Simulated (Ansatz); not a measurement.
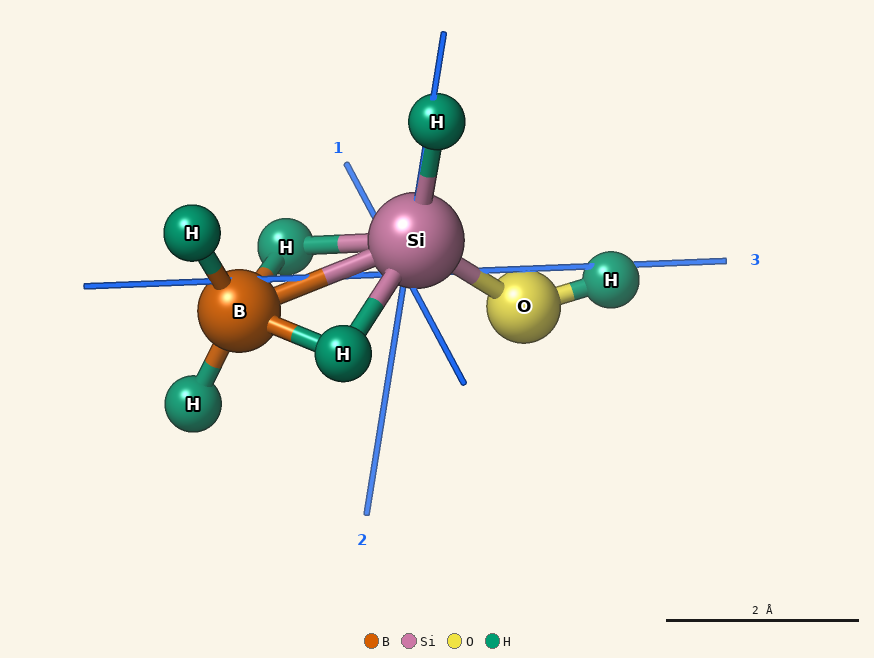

The three principal axes of inertia are drawn and numbered. Atoms fade into the background with distance from the viewer. Charge +1, singlet. The geometry was computed by an optimisation with PBE0-D4/def2-TZVP. No frequency run is at hand to confirm it as a minimum. Masses are those of the most abundant isotopes; constants are for the rigid equilibrium geometry.

> Which line is the a axis (least moment of inertia), which b and which c?

a is line 3, b is line 2, c is line 1; the moments are 18.4, 84.7, 98.6 u Å².

> What kind of rotor is it, and what are its rotational constants in cm⁻¹?

An asymmetric top (Cs): A = 0.918, B = 0.199, C = 0.171 cm⁻¹. Ray's parameter κ is −0.92, close to the prolate limit.
